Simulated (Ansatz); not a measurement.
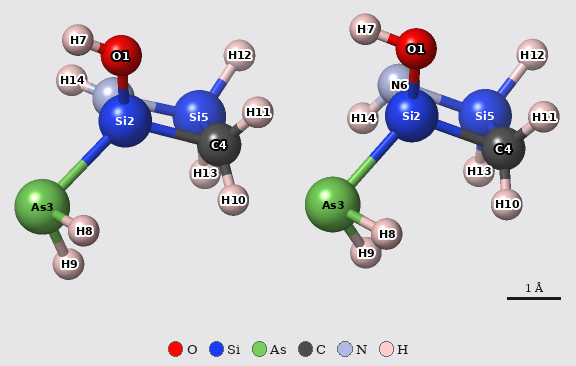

Two geometries of CH₈AsNOSi₂, drawn at one scale. One is the start of a relaxation, the other its converged end. Style: ball-and-stick. Shown from a free direction.

Theory: RHF/def2-SVP in Ansatz 0.2.0. Set-up: no spin polarisation; force threshold 0.015 eV/Å; at most 40 steps.

Which of the two is the end point?

The left one is the relaxed one. The run prepares an end point of a later path (inversion) calculation, from a guessed geometry. The largest move after the best rigid fit is that of H14, 0.74 Å. By element the largest moves are H 0.74 Å, N 0.26 Å, O 0.21 Å, Si 0.13 Å, C 0.11 Å, As 0.08 Å. Among the contacts that change: O1–H7 1.035 → 0.944 Å, C4–Si5 1.819 → 1.902 Å, Si2–N6 1.813 → 1.735 Å, As3–H9 1.580 → 1.508 Å. Among the angles between lasting bonds that change: Si2–N6–H14 106.2° → 132.0°, Si5–N6–H14 107.4° → 131.3°, Si2–O1–H7 102.2° → 121.3°. After 13 accepted moves (14 points after the start) the energy has fallen by 126.7 kJ/mol. Largest force component: 3 eV/Å at the start, 0.0055 eV/Å at the end. The line search rejected the trial step at point 9 of the run. The run took 49 s on 2 threads of Intel(R) Xeon(R) Platinum 8488C (Sapphire Rapids), on a shared host, peak memory 0.49 GiB.

Limits of the set-up: Hartree-Fock leaves out electron correlation.
